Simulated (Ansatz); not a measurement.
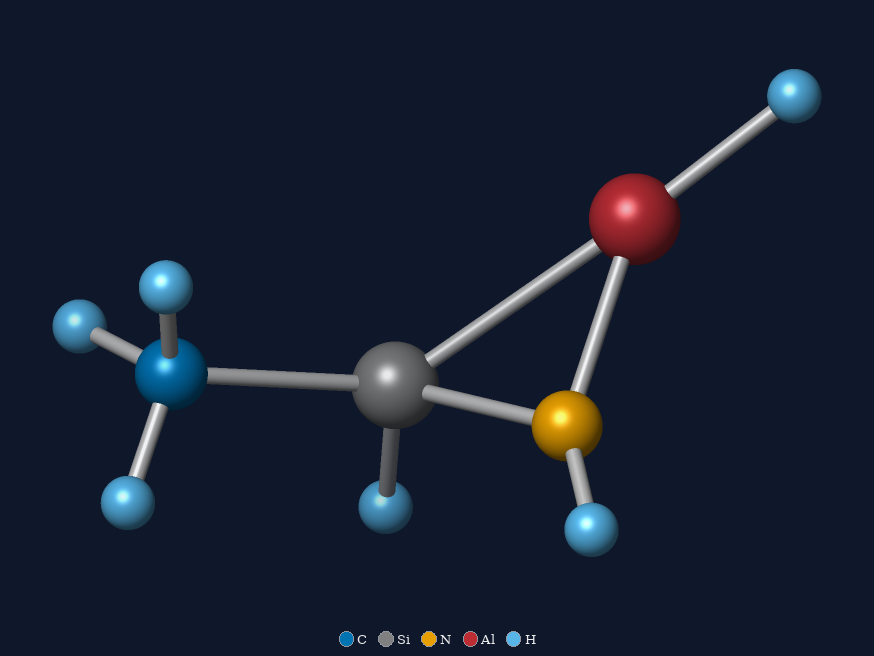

Rendered structure (ball-and-stick style). Every bond is drawn as one stick, whatever its order.

The computed structure is the end point of a PBE0-D4/def2-TZVP optimisation.

Question: Count the atoms of each element.

Answer: CH₆AlNSi, 10 atoms: 1 carbon, 6 hydrogen, 1 aluminium, 1 nitrogen and 1 silicon.

Question: Name some functional groups or characteristic bonds that it holds.

Answer: Among them: Si–H bond, Si–N bond.

Question: Write the SMILES.

Answer: C[Si@@H]1[NH][AlH]1

Question: How many sets of symmetry-equivalent atoms are there?

Answer: 10: 1 C, 1 Si, 1 N, 1 Al, 1 H, 1 H, 1 H, 1 H, 1 H, 1 H.

The parts below concern this one geometry. Atoms keep their numbers from picture to picture.

### Electronic properties

Level of theory: RKS BLYP-D4/def2-TZVPP (Ansatz 0.2.0).

Question: Estimate the LUMO energy (Kohn–Sham orbital).

Answer: −1.58 eV.

Question: Give the dispersion correction at this level.

Answer: −43.1 kJ/mol.

Question: What is the HOMO energy (Kohn–Sham orbital)?

Answer: −5.12 eV.

### Thermal motion

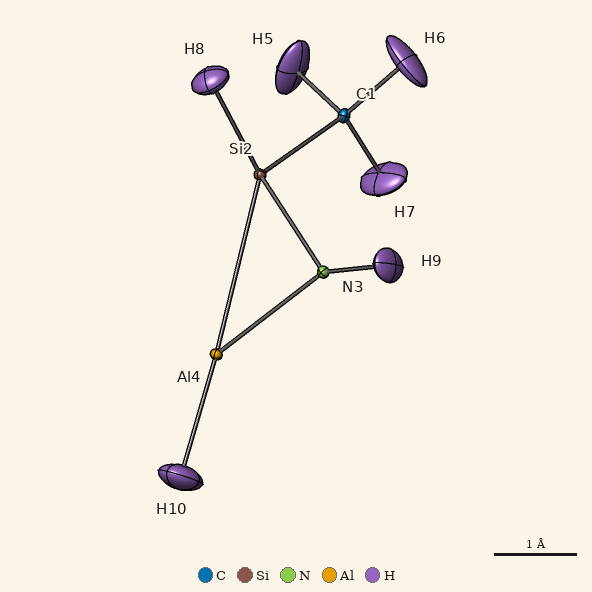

Displacement ellipsoids at the 50 % level, from the internal vibrations of the free molecule (harmonic, no overall translation or rotation; no half-axis is drawn under 0.075 Å). Vibrations computed with RKS PBE0-D4/def2-TZVP (Ansatz 0.2.0). Temperature: 100 K.

List U_eq and the three principal root-mean-square amplitudes for each kind of atom.

| atom | U_eq (Å²) | rms amplitudes (Å) |
| --- | --- | --- |
| C1 | 0.0021 | 0.033, 0.042, 0.058 |
| Si2 | 0.0010 | 0.024, 0.032, 0.038 |
| N3 | 0.0017 | 0.034, 0.035, 0.052 |
| Al4 | 0.00077 | 0.019, 0.024, 0.037 |
| H5 | 0.0308 | 0.082, 0.146, 0.254 |
| H6 | 0.0308 | 0.086, 0.152, 0.249 |
| H7 | 0.0284 | 0.080, 0.164, 0.228 |
| H8 | 0.0183 | 0.093, 0.142, 0.161 |
| H9 | 0.0188 | 0.075, 0.137, 0.179 |
| H10 | 0.0281 | 0.096, 0.178, 0.208 |

### Vibrations

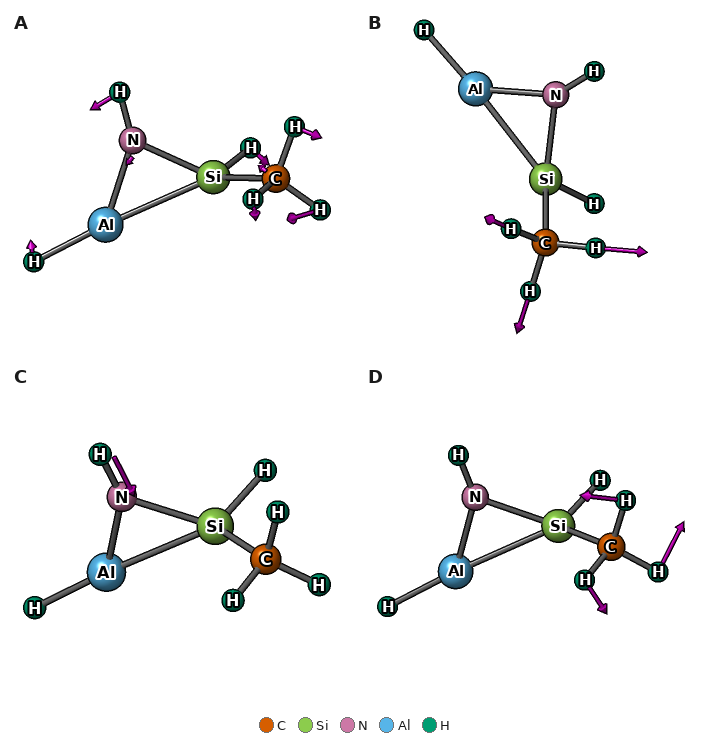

4 normal modes of one molecule or complex, as arrows. Harmonic vibrations computed with RKS PBE0-D4/def2-TZVP (Ansatz 0.2.0) at a stationary point of the same level.

Question: Match the panels to the wavenumbers 142 cm⁻¹, 711 cm⁻¹, 3040 cm⁻¹, 3599 cm⁻¹.

Answer: A: 711 cm⁻¹
B: 3040 cm⁻¹, in-phase stretching of 3 C–H bonds
C: 3599 cm⁻¹, N–H stretching
D: 142 cm⁻¹
